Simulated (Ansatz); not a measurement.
Base system: Si in the diamond structure (space group Fd-3m, No. 227; a = 5.444 Å). Axes: x, y, z lie along the cube axes.

The change: tensile biaxial strain of 2.08 % in the plane normal to [111], as in epitaxy on a mismatched substrate; the out-of-plane cell vector and the atoms relax.

Method: Ansatz (a first-principles code) r2SCAN, scalar-relativistic without spin-orbit coupling.

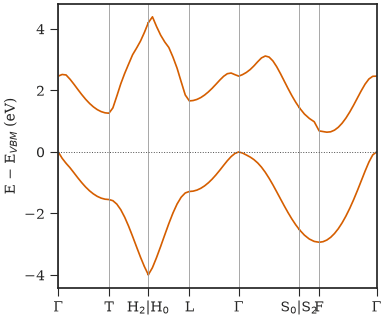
Figure: Highest valence and lowest conduction band along the path of the changed cell's own zone

The gap is 0.64 eV, indirect, Γ → F–Γ (13 % along); the base has 0.78 eV.

Stability against distortions was not tested. Labels are those of the standard path for the cell's own space group.
